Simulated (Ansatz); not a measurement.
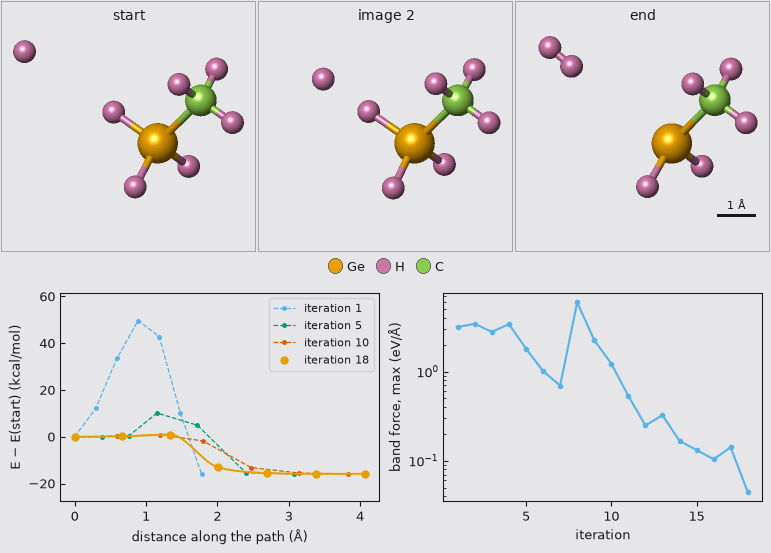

A nudged-elastic-band calculation for CH$_{7}$Ge (multiplicity 2), made up of CH₆Ge and H. Images are numbered from 0 (start) to 6 (end). The plot follows the band through its iterations. The picture is a ball-and-stick view, seen from a free direction.

Level of theory: UKS PBE0-D4/def2-SVP (Ansatz). Settings: 5 movable images; climbing image; force threshold 0.05 eV/Å; iteration limit 60; starting path by straight interpolation.

### Did the band converge, and can the barrier be trusted?

The run is converged, with reservations. The band converged in 18 iterations. The largest component of the band force went from 3.2 to 0.045 eV/Å. The climbing image converged on the top of the path. Its curvatures weren't checked. The straight starting path can push atoms close together and costs iterations. The first iteration put the highest image at 49.7 kcal/mol. The energy climbs by 1.0 kcal/mol to image 2 and then falls by 16.8 kcal/mol, so the end point sits at −15.9 kcal/mol.

Limits of the set-up: the start holds two separate molecules, 2.9 Å apart at their closest, whose relative position is a soft coordinate.
